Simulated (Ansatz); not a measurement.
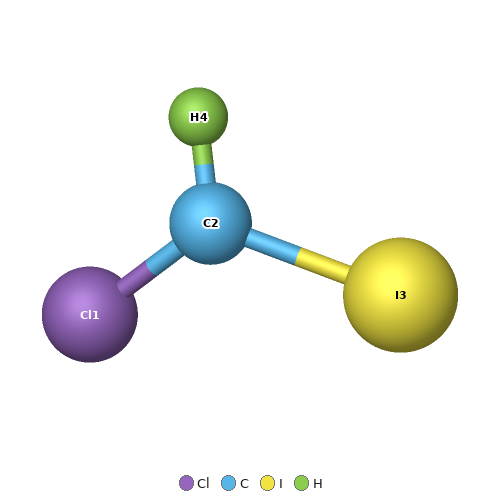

The system is CHClI, SMILES Cl[CH]I, spin multiplicity 2; the picture shows the reference structure. The first coordinate is: bond length C2–I3; the second: angle I3–C2–H4. Nothing is relaxed (all other coordinates rigid). The grid has 7 × 7 points. Points are written as (first, second). Energies are in kJ/mol, from the lowest grid point. Method: UKS r2SCAN-D4/def2-TZVP in Ansatz 0.2.0.

Its coordinates:

```xyz
4

Cl   -1.5348    0.1083   -0.6385
C     0.0063    0.2246    0.0579
I     0.9503   -1.4326    0.8362
H     0.6336    1.0395   -0.2761
```

Range: bond length C2–I3 from 1.813 to 2.575 Å; angle I3–C2–H4 from 72.2 to 162.2°.

### What will the energy surface look like?

The lowest grid point is at (2.067 Å, 117.2°). It is the only kind of minimum in the scanned range. The highest grid point, (1.813 Å, 162.2°), lies 500 kJ/mol above the lowest. Round the minimum the two coordinates are nearly uncoupled.

```
angle I3–C2–H4 ↓, bond length C2–I3 →  1.813  1.940  2.067  2.194  2.321  2.448  2.575
                                162.2    500    377    309    277    264    262    264
                                147.2    221    140    109    106    118    139    162
                                132.2    103     40     23     32     55     84    115
                                117.2     72     14      0     11     36     67     99
                                102.2    100     38     20     28     49     77    107
                                 87.2    181    108     80     79     91    111    134
                                 72.2    324    231    185    166    163    169    180
```

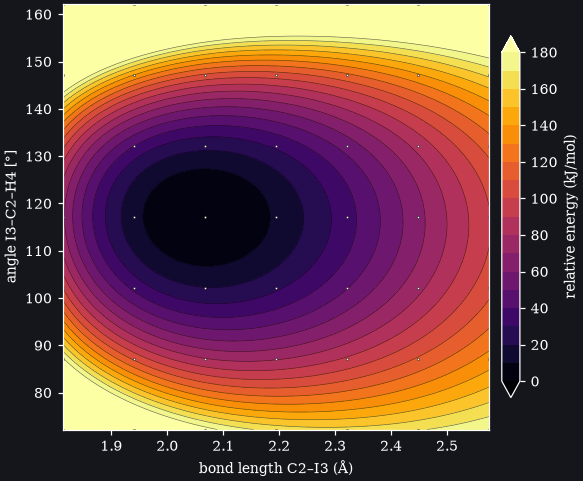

The picture shows filled contours, dots at the grid points, one colour for all values above the top of the scale. Between grid points the surface is interpolated.

Each point was launched as `ansatz run input.yaml --threads 1 --pin off --max-ram 2560MiB --backend cpu --events-out ev --progress --plain --runs-dir out`. Time for the 49 points that were run: 9.8 min on 1 thread of Intel(R) Xeon(R) Platinum 8259CL CPU @ 2.50GHz (Skylake/Cascade Lake) (shared host).
